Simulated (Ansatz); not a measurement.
CH4Cl3Ga: nudged elastic band

- system: CH4Cl3Ga
- method: RKS r2SCANh-D4/def2-SVP (Ansatz 0.2.0)

One setting was made poor on purpose. It belongs to a series of runs on one base structure; here: band between the two ends. Figures and captions count atoms from 1; the log counts them from 0 in places.

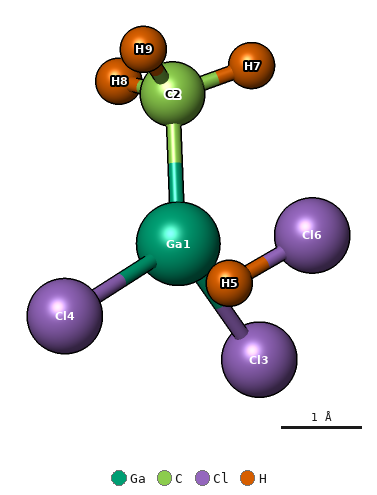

**Figure 1.** The structure as given in the input (ball-and-stick view, seen at an oblique angle; atoms are numbered from 1 in the order of the input). Sticks mark near contacts. Bond lengths as drawn: Cl–Ga 2.15 to 2.19 Å, Cl–H 1.30 Å, C–Ga 1.94 Å and C–H 1.10 Å.

## Input file
```yaml
crystal:
  periodic: [false, false, false]
  atoms:
    - { symbol: Ga, position_ang: [-0.333297, -0.674476, 0.083074] }
    - { symbol: C, position_ang: [-0.765195, 1.042666, -0.701252] }
    - { symbol: Cl, position_ang: [-0.370431, -2.539489, -0.984554] }
    - { symbol: Cl, position_ang: [-0.346828, -0.966824, 2.250667] }
    - { symbol: H, position_ang: [1.99834, -0.627141, 1.56384] }
    - { symbol: Cl, position_ang: [2.382865, -0.347672, 0.353716] }
    - { symbol: H, position_ang: [-0.266507, 1.146183, -1.673668] }
    - { symbol: H, position_ang: [-1.850777, 1.111607, -0.85612] }
    - { symbol: H, position_ang: [-0.448172, 1.855144, -0.035604] }
basis:
  gaussian: { orbitals: def2-SVP }
hamiltonian:
  xc: r2scanh
  dispersion: d4
neb:
  order_check: false
  images: 1
  f_tol: 0.05
  max_iterations: 60
  climbing: false
  final_atoms:
    - { symbol: Ga, position_ang: [0.32851494, -1.44882082, 0.6143658] }
    - { symbol: C, position_ang: [-0.2785374, 1.22196667, -0.5149435] }
    - { symbol: Cl, position_ang: [-0.67882271, -2.56489284, -0.88906207] }
    - { symbol: Cl, position_ang: [-0.71173518, -0.86781834, 2.3715949] }
    - { symbol: H, position_ang: [0.7524489, 0.987394, -0.21289532] }
    - { symbol: Cl, position_ang: [2.44465293, -1.25907319, 0.52821354] }
    - { symbol: H, position_ang: [-0.22264316, 1.96195127, -1.32250836] }
    - { symbol: H, position_ang: [-0.80231099, 0.34079622, -0.91280997] }
    - { symbol: H, position_ang: [-0.83156934, 1.62849504, 0.33814397] }
  initial_path:
    images:
      - { positions_ang: [[-0.333297, -0.674476, 0.083074], [-0.765195, 1.042666, -0.701252], [-0.370431, -2.539489, -0.984554], [-0.346828, -0.966824, 2.250667], [1.99834, -0.627141, 1.56384], [2.382865, -0.347672, 0.353716], [-0.266507, 1.146183, -1.673668], [-1.850777, 1.111607, -0.85612], [-0.448172, 1.855144, -0.035604]] }
      - { positions_ang: [[-0.12733824, -1.07449976, 0.55695293], [-0.27563243, 0.97131639, -0.49935712], [-0.68768699, -2.60704133, -0.72795008], [-0.66420859, -0.90740944, 2.55593745], [0.9498076, 0.37621056, -0.20796324], [2.40424403, -0.5071516, 0.2426929], [0.20415378, 1.82687226, -0.98244794], [-0.93336648, 0.53650152, -1.25801561], [-0.86997468, 1.38519939, 0.32024971]] }
      - { positions_ang: [[0.32851494, -1.44882082, 0.6143658], [-0.2785374, 1.22196667, -0.5149435], [-0.67882271, -2.56489284, -0.88906207], [-0.71173518, -0.86781834, 2.3715949], [0.7524489, 0.987394, -0.21289532], [2.44465293, -1.25907319, 0.52821354], [-0.22264316, 1.96195127, -1.32250836], [-0.80231099, 0.34079622, -0.91280997], [-0.83156934, 1.62849504, 0.33814397]] }
```

Machine: 4 threads of Arm Neoverse N1, 98 GiB of memory available, shared host.

Command:
```bash
ansatz run input.yaml --threads 4 --pin off --max-ram 5120MiB --backend cpu --events-out ev --progress --plain --runs-dir out
```

## Log
```
Engine: ansatz 0.2.0, aarch64-unknown-linux-gnu
Functional definition: r2SCANh
  parameter a = 0.1
  parameter k0 = 0.174
  parameter k1 = 0.065
  parameter a1 = 4.9479
  exchange = (1 - a)*r2scan_x(k0 = k0, k1 = k1, a1 = a1) + a*exact_x
  correlation = r2scan_c
1221 factors; integrals over basis functions are off by at most 4.7e-4 eV
mean field evaluation 1: about -91023.4475 eV, gradient 5.1e1 eV
mean field evaluation 2: about -91018.6545 eV, gradient 6.5e1 eV
mean field evaluation 4: about -91029.2412 eV, gradient 1.9e0 eV
mean field evaluation 8: about -91029.2448 eV, gradient 9.8e-2 eV
mean field evaluation 16: about -91029.2448 eV, gradient 2.1e-5 eV
mean field -91029.24481313 eV, -3345.2630450441 hartree, gradient 2.1e-5 eV, S^2 0.000000; 0 other end points of the search recorded, 0 dependent functions left out
the calculation of the forces begins
reference -91029.24482246 eV, -3345.2630453871 hartree; 46, 46 occupied and 74, 74 virtual orbitals, 1221 factors
1221 factors; integrals over basis functions are off by at most 1.1e-3 eV
mean field evaluation 32: about -91030.1796 eV, gradient 6.6e-5 eV
mean field -91030.17955719 eV, -3345.2973962549 hartree, gradient 6.6e-5 eV, S^2 0.000000; 0 other end points of the search recorded, 0 dependent functions left out
[... from here on the field's lines of each further geometry are left out, up to the last ...]
NEB iter   1: max|band force component| = 4.823e0 eV/Å  barrier→ = 0.9754 eV  barrier← = 1.9091 eV  Δτ_max = 0.2000 Å  (78 SCF iters)
NEB iter   2: max|band force component| = 2.939e0 eV/Å  barrier→ = 1.1696 eV  barrier← = 2.1033 eV  Δτ_max = 0.2000 Å  (29 SCF iters)
NEB iter   3: max|band force component| = 2.124e0 eV/Å  barrier→ = 1.4586 eV  barrier← = 2.3923 eV  Δτ_max = 0.2000 Å  (34 SCF iters)
NEB iter   4: max|band force component| = 2.320e0 eV/Å  barrier→ = 1.3567 eV  barrier← = 2.2904 eV  Δτ_max = 0.0856 Å  (34 SCF iters)
NEB iter   5: max|band force component| = 1.697e0 eV/Å  barrier→ = 1.0016 eV  barrier← = 1.9353 eV  Δτ_max = 0.0979 Å  (28 SCF iters)
NEB iter   6: max|band force component| = 7.473e-1 eV/Å  barrier→ = 0.6680 eV  barrier← = 1.6018 eV  Δτ_max = 0.1101 Å  (28 SCF iters)
NEB iter   7: max|band force component| = 7.272e-1 eV/Å  barrier→ = 0.5481 eV  barrier← = 1.4818 eV  Δτ_max = 0.1973 Å  (29 SCF iters)
NEB iter   8: max|band force component| = 3.421e-1 eV/Å  barrier→ = 0.3924 eV  barrier← = 1.3261 eV  Δτ_max = 0.1946 Å  (27 SCF iters)
NEB iter   9: max|band force component| = 2.786e-1 eV/Å  barrier→ = 0.2805 eV  barrier← = 1.2142 eV  Δτ_max = 0.1946 Å  (28 SCF iters)
NEB iter  10: max|band force component| = 2.058e-1 eV/Å  barrier→ = 0.2127 eV  barrier← = 1.1464 eV  Δτ_max = 0.1985 Å  (26 SCF iters)
NEB iter  11: max|band force component| = 3.963e0 eV/Å  barrier→ = 1.1895 eV  barrier← = 2.1232 eV  Δτ_max = 0.0965 Å  (33 SCF iters)
NEB iter  12: max|band force component| = 1.392e0 eV/Å  barrier→ = 0.4372 eV  barrier← = 1.3709 eV  Δτ_max = 0.1967 Å  (28 SCF iters)
NEB iter  13: max|band force component| = 6.604e-1 eV/Å  barrier→ = 0.2034 eV  barrier← = 1.1371 eV  Δτ_max = 0.1979 Å  (26 SCF iters)
NEB iter  14: max|band force component| = 3.316e-1 eV/Å  barrier→ = 0.1902 eV  barrier← = 1.1239 eV  Δτ_max = 0.1972 Å  (27 SCF iters)
NEB iter  15: max|band force component| = 2.199e-1 eV/Å  barrier→ = 0.1725 eV  barrier← = 1.1062 eV  Δτ_max = 0.2000 Å  (29 SCF iters)
NEB iter  16: max|band force component| = 2.495e-1 eV/Å  barrier→ = 0.1747 eV  barrier← = 1.1084 eV  Δτ_max = 0.0978 Å  (27 SCF iters)
NEB iter  17: max|band force component| = 1.595e-1 eV/Å  barrier→ = 0.1599 eV  barrier← = 1.0936 eV  Δτ_max = 0.0996 Å  (28 SCF iters)
NEB iter  18: max|band force component| = 8.323e-2 eV/Å  barrier→ = 0.1562 eV  barrier← = 1.0899 eV  Δτ_max = 0.0999 Å  (28 SCF iters)
NEB iter  19: max|band force component| = 9.615e-2 eV/Å  barrier→ = 0.1527 eV  barrier← = 1.0864 eV  Δτ_max = 0.0500 Å  (28 SCF iters)
NEB iter  20: max|band force component| = 8.800e-2 eV/Å  barrier→ = 0.1504 eV  barrier← = 1.0841 eV  Δτ_max = 0.0500 Å  (28 SCF iters)
NEB iter  21: max|band force component| = 1.016e-1 eV/Å  barrier→ = 0.1480 eV  barrier← = 1.0817 eV  Δτ_max = 0.0250 Å  (27 SCF iters)
NEB iter  22: max|band force component| = 1.035e-1 eV/Å  barrier→ = 0.1466 eV  barrier← = 1.0803 eV  Δτ_max = 0.0125 Å  (27 SCF iters)
NEB iter  23: max|band force component| = 7.883e-2 eV/Å  barrier→ = 0.1456 eV  barrier← = 1.0793 eV  Δτ_max = 0.0125 Å  (27 SCF iters)
the calculation of the forces begins
reference -91029.10033617 eV, -3345.2577356139 hartree; 46, 46 occupied and 74, 74 virtual orbitals, 1221 factors
1221 factors; integrals over basis functions are off by at most 4.2e-4 eV
mean field evaluation 224: about -91029.1003 eV, gradient 8.7e-3 eV
mean field -91029.10032670 eV, -3345.2577352661 hartree, gradient 1.8e-5 eV, S^2 0.000000; 1 other end points of the search recorded, 0 dependent functions left out
the calculation of the forces begins
reference -91029.10033617 eV, -3345.2577356139 hartree; 46, 46 occupied and 74, 74 virtual orbitals, 1221 factors
NEB iter  24: max|band force component| = 3.643e-2 eV/Å  barrier→ = 0.1448 eV  barrier← = 1.0785 eV  Δτ_max = 0.0000 Å  (55 SCF iters)
```

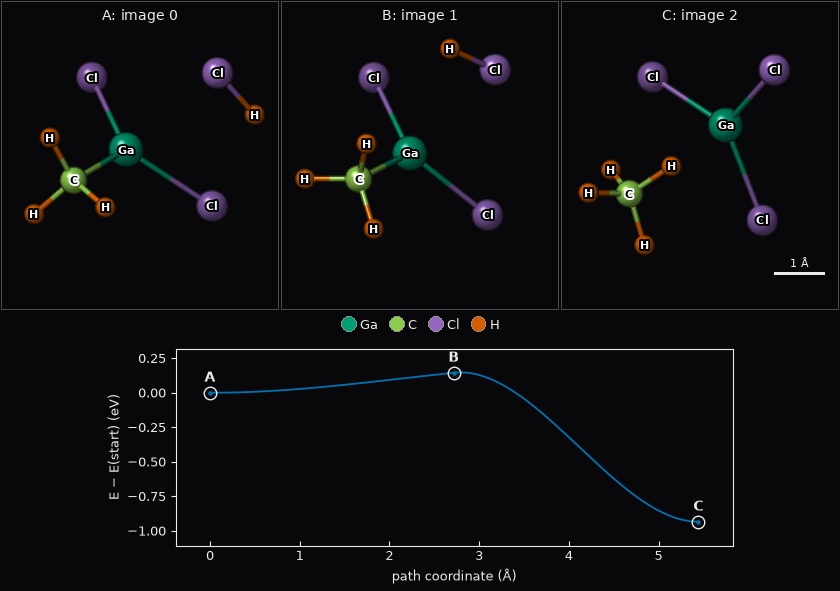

**Figure 2.** Images of the last band (counted from 0; ball-and-stick, seen at a tilt) above the energy along the path; the line is a cubic interpolation that uses the forces. The highest image is number 1, 0.145 eV above the start and 1.079 eV above the end; the end lies 0.934 eV below the start. The path is 5.44 Å long. The band converged in 24 iterations.

```
Total energy: -91029.17518363 eV, -3345.2604862075 hartree
Atom 0 at    -0.448413    -0.800554     0.394471 Å, force    -0.004249     0.018230    -0.012303 eV/Å
Atom 1 at    -0.748194     0.932219    -0.440196 Å, force    -0.007816    -0.009796     0.003239 eV/Å
Atom 2 at    -0.326495    -2.600696    -0.784355 Å, force     0.015805     0.002154    -0.010758 eV/Å
Atom 3 at    -0.798026    -1.153905     2.490128 Å, force     0.036006     0.008333    -0.023570 eV/Å
Atom 4 at     2.434986     0.229423    -0.476439 Å, force     0.014623    -0.071784     0.050622 eV/Å
Atom 5 at     2.307171    -0.411631     0.635840 Å, force     0.008186     0.027931    -0.007656 eV/Å
Atom 6 at     0.187569     1.347972    -0.837522 Å, force    -0.017272    -0.003276     0.004205 eV/Å
Atom 7 at    -1.450524     0.820703    -1.276974 Å, force    -0.033177     0.017225     0.019343 eV/Å
Atom 8 at    -1.158076     1.636466     0.295147 Å, force    -0.012106     0.010983    -0.023123 eV/Å
Dipole moment:     0.432389     0.724324    -0.431101 e Å
this run last wrote the band of iteration 24 to [file]
```

## The last band as extended XYZ (Å, eV, eV/Å)
```
9
Properties=species:S:1:pos:R:3:forces:R:3 image=0 energy=-91029.31999
Ga   -0.3333   -0.6745    0.0831    0.0091  -0.0010  -0.0139
C    -0.7652    1.0427   -0.7013   -0.0017  -0.0017  -0.0061
Cl   -0.3704   -2.5395   -0.9846    0.0016   0.0017   0.0010
Cl   -0.3468   -0.9668    2.2507   -0.0052  -0.0033   0.0207
H     1.9983   -0.6271    1.5638    0.0005  -0.0008  -0.0056
Cl    2.3829   -0.3477    0.3537    0.0008  -0.0030   0.0036
H    -0.2665    1.1462   -1.6737   -0.0022   0.0034   0.0000
H    -1.8508    1.1116   -0.8561   -0.0028   0.0028   0.0024
H    -0.4482    1.8551   -0.0356   -0.0002   0.0020  -0.0021
9
Properties=species:S:1:pos:R:3:forces:R:3 image=1 energy=-91029.17517
Ga   -0.4484   -0.8006    0.3945   -0.0042   0.0182  -0.0123
C    -0.7482    0.9322   -0.4402   -0.0078  -0.0098   0.0032
Cl   -0.3265   -2.6007   -0.7844    0.0158   0.0022  -0.0108
Cl   -0.7980   -1.1539    2.4901    0.0360   0.0083  -0.0236
H     2.4350    0.2294   -0.4764    0.0146  -0.0718   0.0506
Cl    2.3072   -0.4116    0.6358    0.0082   0.0279  -0.0077
H     0.1876    1.3480   -0.8375   -0.0173  -0.0033   0.0042
H    -1.4505    0.8207   -1.2770   -0.0332   0.0172   0.0193
H    -1.1581    1.6365    0.2951   -0.0121   0.0110  -0.0231
9
Properties=species:S:1:pos:R:3:forces:R:3 image=2 energy=-91030.25369
Ga    0.3285   -1.4488    0.6144    0.0019  -0.0008   0.0006
C    -0.2785    1.2220   -0.5149   -0.0055   0.0068   0.0036
Cl   -0.6788   -2.5649   -0.8891   -0.0001   0.0011   0.0003
Cl   -0.7117   -0.8678    2.3716    0.0015  -0.0001  -0.0021
H     0.7524    0.9874   -0.2129   -0.0013   0.0003   0.0006
Cl    2.4447   -1.2591    0.5282   -0.0041   0.0014   0.0001
H    -0.2226    1.9620   -1.3225    0.0008  -0.0047   0.0042
H    -0.8023    0.3408   -0.9128    0.0006   0.0012   0.0018
H    -0.8316    1.6285    0.3381    0.0062  -0.0051  -0.0092
```

## Summary

```tsv
quantity	value
outcome	converged
barrier, forward	0.145 eV
barrier, backward	1.079 eV
wall time	2.7 min (CPU time 10 min)
peak memory	0.37 GiB
```

A deliberately poor setting: few images. The order of the saddle point was not checked.
